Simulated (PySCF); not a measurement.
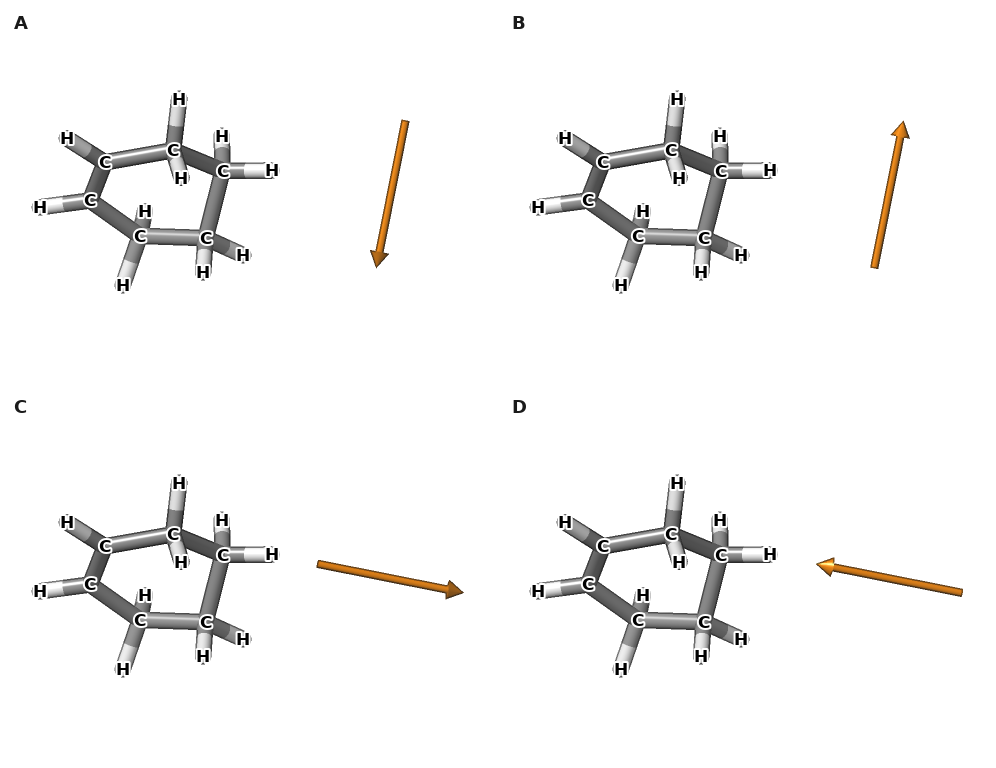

The same molecule four times, each with an arrow. The computed structure is the end point of a GFN2-xTB optimisation. No frequency run is at hand to confirm it as a minimum. Level of theory: B3LYP/pcJ-1, gas phase (PySCF 2.14.0).

Which arrow points along the dipole moment, from the negative to the positive end?

C. The dipole moment is 0.29 D.
